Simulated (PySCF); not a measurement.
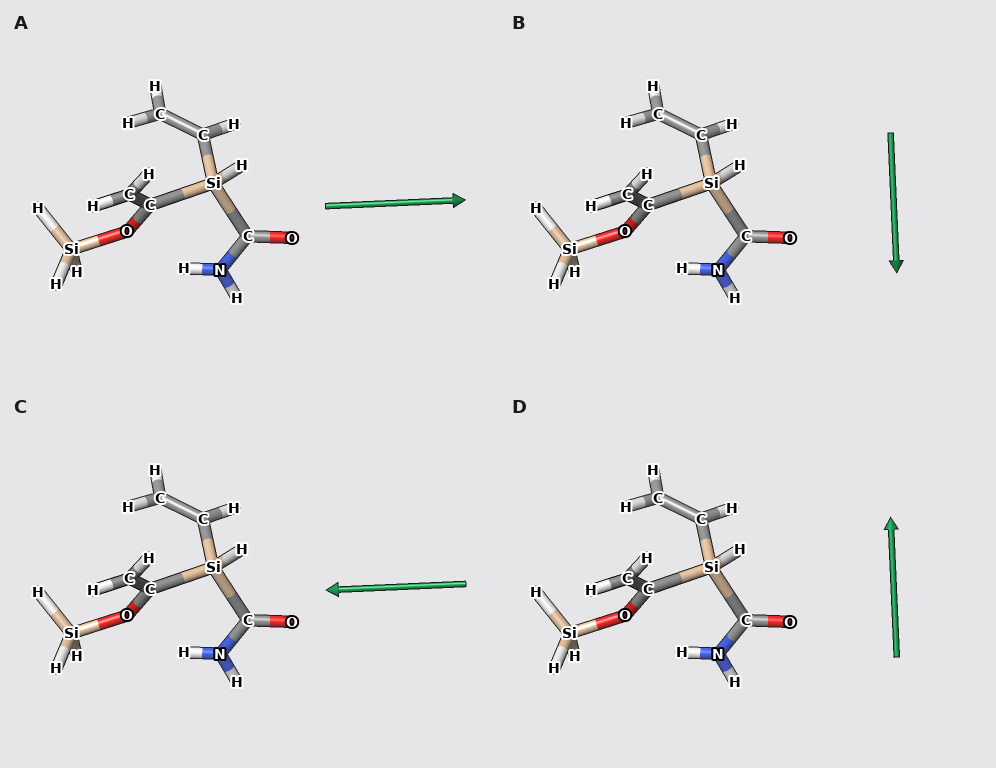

The same molecule four times, each with an arrow. The geometry was computed by an optimisation with GFN2-xTB. No frequency run is at hand to confirm it as a minimum. Level of theory: PBE0/pcSseg-1, gas phase (PySCF 2.14.0).

Which arrow points along the dipole moment, from the negative to the positive end?

C. The dipole moment is 4.68 D.

The geometry is semi-empirical. Around Si such bond lengths and angles can be off by a tenth of an ångström or more and by several degrees, and values that hang on the shape move with them.
